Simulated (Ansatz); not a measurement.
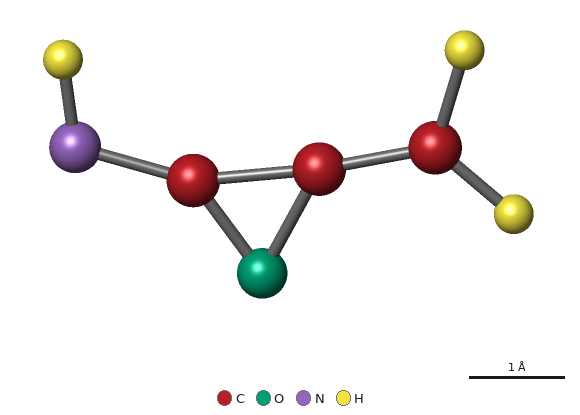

C3H3NO, before the relaxation. A ball-and-stick model, seen at a tilt.

The run prepares an end point of a later path (torsion) calculation, from a guessed geometry.

Level of theory: RKS B3LYP-D4/def2-SVP (Ansatz).

Input file:
```yaml
crystal:
  periodic: [false, false, false]
  atoms:
    - { symbol: C, position_ang: [0.2516, 1.5237, 0.0158] }
    - { symbol: C, position_ang: [0.2217, 0.2493, 0.0264] }
    - { symbol: O, position_ang: [1.2155, -0.6621, 0.1793] }
    - { symbol: C, position_ang: [0.0666, -1.1025, 0.0098] }
    - { symbol: "N", position_ang: [-0.5558, -2.2337, -0.0692] }
    - { symbol: H, position_ang: [-0.7257, 2.123, -0.1435] }
    - { symbol: H, position_ang: [1.1433, 2.1411, 0.135] }
    - { symbol: H, position_ang: [-1.5252, -2.0959, -0.2094] }
basis:
  gaussian: { orbitals: def2-SVP }
hamiltonian:
  xc: b3lyp
  dispersion: d4
relax:
  f_tol: 0.015
  max_steps: 40
output:
  orbitals: {}
```

Command:
```bash
ansatz run input.yaml --threads 1 --pin off --max-ram 2048MiB --backend cpu --events-out ev --progress --plain --runs-dir out
```

Question: Predict the outcome.

Answer: Over 6 geometry steps the energy falls by 78.3 kJ/mol. The largest force component goes from 7.9 to 0.0053 eV/Å. The largest move after the best rigid fit is that of O3, 0.12 Å. Largest moves by element: O 0.12 Å, C 0.10 Å, H 0.07 Å, N 0.03 Å. Some distances before and after: O3–C4 1.242 → 1.385 Å, C1–H6 1.157 → 1.091 Å, C2–O3 1.357 → 1.412 Å, C2–C4 1.361 → 1.412 Å. Bond angles that change, for instance: C1–C2–C4 174.7° → 163.3°, C2–C4–N5 157.6° → 164.7°, C1–C2–O3 130.9° → 138.0°.

Step by step:

```
step  E − E(0), kJ/mol  largest force component, eV/Å
   0              0.00                         7.9085
   1            -61.08                         3.4113
   2            -73.59                         0.8446
   3            -76.87                         0.6177
   4            -77.92                         0.3830
   5            -78.30                         0.0445
   6            -78.30                         0.0053
```

Final geometry:

```xyz
8

C     0.2280    1.5780    0.0076
C     0.3165    0.2603    0.0355
O     1.3191   -0.7206    0.1959
C     0.0063   -1.1168    0.0045
N    -0.5745   -2.2159   -0.0693
H    -0.7421    2.0541   -0.1410
H     1.1176    2.1993    0.1317
H    -1.5789   -2.0956   -0.2207
```

After the run, drawn alike:

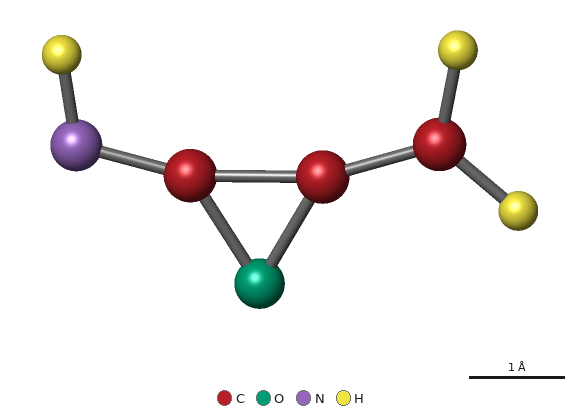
